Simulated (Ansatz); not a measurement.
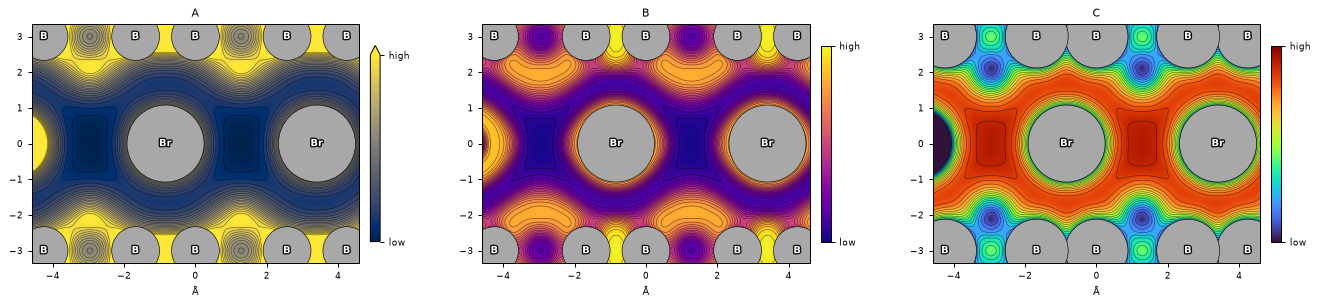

B6Br: 3 fields on the (110) plane of the conventional cell, with unlabelled colour scales. Grey discs cover the atomic cores.

Space group Pm-3m; a structure generated by program, which may or may not match a known phase; computed without spin polarisation.

These are results of Ansatz, DFT PBE, scalar-relativistic, plane waves, PAW, not measurements.

```cif
data_structure
_symmetry_space_group_name_H-M 'P 1'
_symmetry_Int_Tables_number 1
_cell_length_a 4.2446
_cell_length_b 4.2446
_cell_length_c 4.2446
_cell_angle_alpha 90.000
_cell_angle_beta 90.000
_cell_angle_gamma 90.000
_cell_volume 76.47
loop_
_atom_site_label
_atom_site_type_symbol
_atom_site_fract_x
_atom_site_fract_y
_atom_site_fract_z
_atom_site_occupancy
B1 B 0.19740 0.50000 0.50000 1
B2 B 0.50000 0.19740 0.50000 1
B3 B 0.80260 0.50000 0.50000 1
B4 B 0.50000 0.80260 0.50000 1
B5 B 0.50000 0.50000 0.19740 1
B6 B 0.50000 0.50000 0.80260 1
Br1 Br 0.00000 0.00000 0.00000 1
```

Q: Match the panels to the quantities (electron localisation function, electrostatic potential energy of an electron and valence pseudo-density).

A: Panel A: valence pseudo-density. Panel B: electron localisation function. Panel C: electrostatic potential energy of an electron (low next to the atoms, rising into the space between them). From the grid: B–Br (3.12 Å): the density is about 0.12 e/Å³ at the midpoint; the ELF is about 0.15 at the midpoint.
